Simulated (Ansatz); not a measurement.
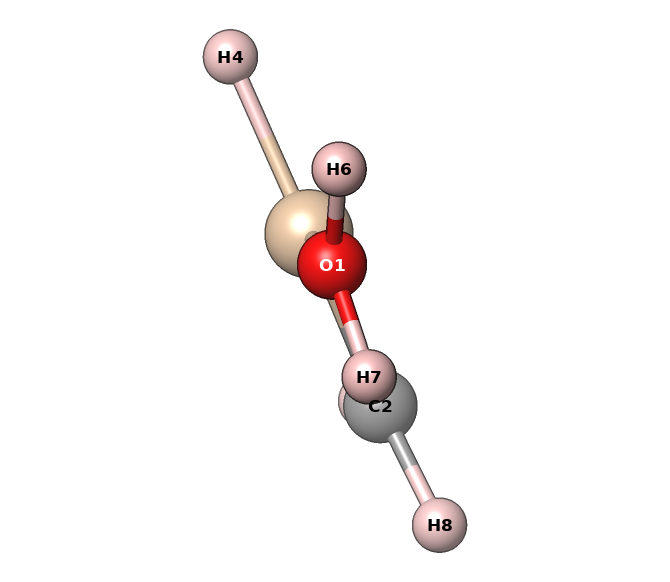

Si3 lies behind O1. The molecule seen nearly along the O1–Si3 bond, O1 in front. Depth is shown by fading: the farther an atom, the more it takes the colour of the background. Charge +1, singlet. The geometry was computed by an optimisation with PBE0-D4/def2-TZVP. No frequency run is at hand to confirm it as a minimum.

What is the torsion angle H6–O1–Si3–C2? The sign is positive where the front bond must turn clockwise to cover the back bond.

157°, antiperiplanar (anti).
